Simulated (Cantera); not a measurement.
Charge: 1 mol SiCl4, a varied amount of Cl2, 2.6 mol H2, equilibrated at 1073 K and 101000 Pa.

Cantera equilibrium calculation (NASA polynomials, part measured and part estimated; ideal gas, pure solids and liquids). Candidate condensed phases: Si; 19 gas species. The tables' values for SiCl3 are old estimates; treat these amounts as uncertain. Rates play no part.

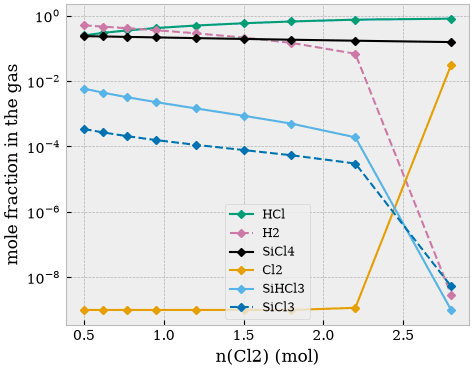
Figure: Equilibrium gas composition (values under 1e-9 drawn at 1e-9)

From 0.5 mol Cl2 to 2.8 mol Cl2 nothing is condensed. The main Si-bearing gas is SiCl4 throughout.
